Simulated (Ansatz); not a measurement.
Sc (hcp, Mg type), conventional cell a = b = 3.331 Å, c = 5.194 Å, α = β = 90.00°, γ = 120.00°. The calculation uses the primitive cell of 2 atoms, to which meshes and values per cell refer.

E(V) scan at fixed shape, V₀ the volume above. Symmetry pins the atoms to their sites.

These are r2SCAN (plane waves to 500 eV, PAW, scalar-relativistic; Ansatz, an electronic-structure program) values and carry that method's errors. k mesh 16×16×9 (Γ-centred), Fermi-Dirac smearing 0.05 eV. The energy includes the smearing's −TS. Compression counts positive. With the shape held, the modulus is that of even scaling; a crystal free to change shape is softer. Sc is run without spin polarisation. Sc was relaxed with its symmetry unable to fall. The PAW data are Ansatz's earlier set. The zero of ΔE is the relaxed starting cell.

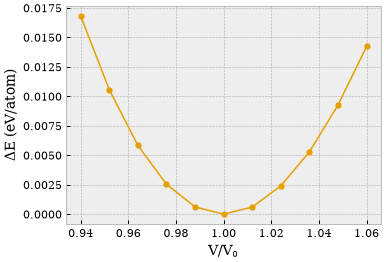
ΔE (eV/atom) against V/V₀; one marker a computed point.

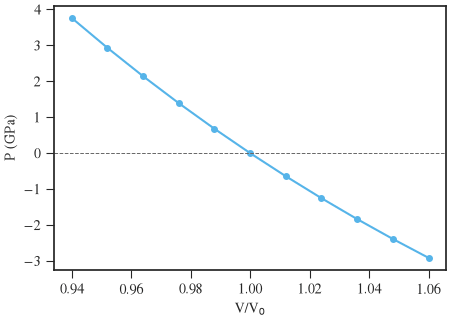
P (GPa) against V/V₀; one marker a computed point.

The pressure at the smallest volume is 3.8 GPa and the energy cost of the largest expansion comes out as 14 meV/atom. The equilibrium volume of the fit is 24.96 Å³/atom and the pressure for 5 % compression (fit) is 3.1 GPa. The pressure derivative B₀′ (fit) comes out as 3.3.

P = (3B₀/2)(x⁷ − x⁵)[1 + ¾(B₀′ − 4)(x² − 1)] with x = (1/0.95)^(1/3), B₀ = 55.1 GPa and B₀′ = 3.25.

(A scan under strain: stresses follow from slopes of the energy per volume, elastic moduli from its curvatures.)
